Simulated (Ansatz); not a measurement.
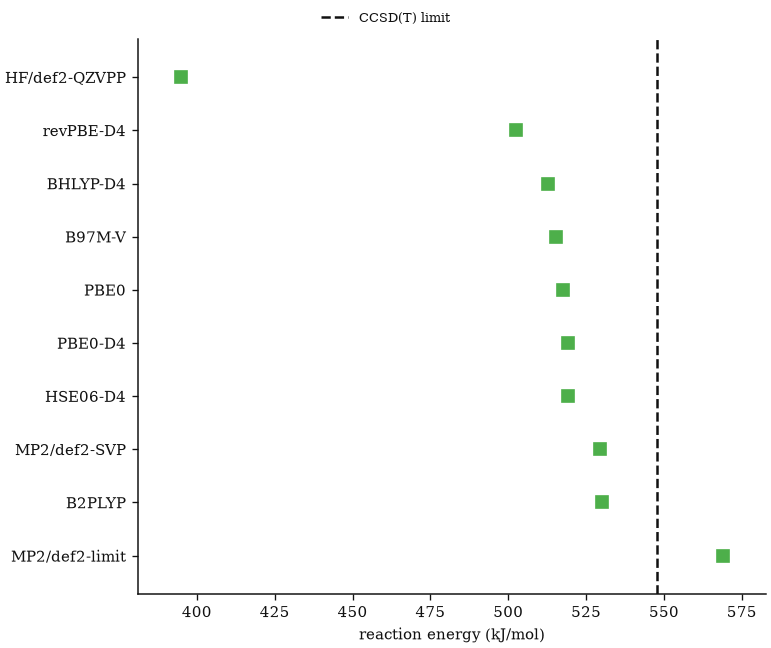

Electronic reaction energy of SiH₂O₂Cl₂ (O[Si](O)(Cl)Cl) → H ([H]) [doublet] + SiHO₂Cl₂ ([O][Si](O)(Cl)Cl) [doublet] (SMILES in brackets) at several levels (functionals in def2-TZVPP unless a basis is named), isolated molecules at PBE0-D4 triple-zeta geometries, minima by their frequencies, no zero-point or thermal terms, the Ansatz code. The line is frozen-core CCSD(T) at the basis limit (MP2 extrapolated from triple and quadruple zeta, plus CCSD(T) less MP2 in a smaller set). B2PLYP holds a correlation term that converges slowly with the basis, so part of the distance to the limit is basis error. No dispersion term is added to PBE0 and B2PLYP. The distance of MP2/def2-SVP to the limit includes basis error. The limit lies 14.3 kJ/mol from CCSD(T)/def2-TZVPP, so the line itself is uncertain by a part of that.

Which level comes closest to the line (CCSD(T) limit), and which misses most?

Closest B2PLYP (530.0 kJ/mol), against 547.7 kJ/mol; farthest HF/def2-QZVPP (394.9 kJ/mol).

Give the values.

```csv
level,kJ/mol,less CCSD(T) limit
HF/def2-QZVPP,394.9,−152.7
revPBE-D4,502.5,−45.1
BHLYP-D4,512.7,−35.0
B97M-V,515.4,−32.3
PBE0,517.6,−30.1
PBE0-D4,519.1,−28.6
HSE06-D4,519.2,−28.4
MP2/def2-SVP,529.4,−18.3
B2PLYP,530.0,−17.7
MP2/def2-limit,569.0,21.3
CCSD(T) limit,547.7,0.0
```
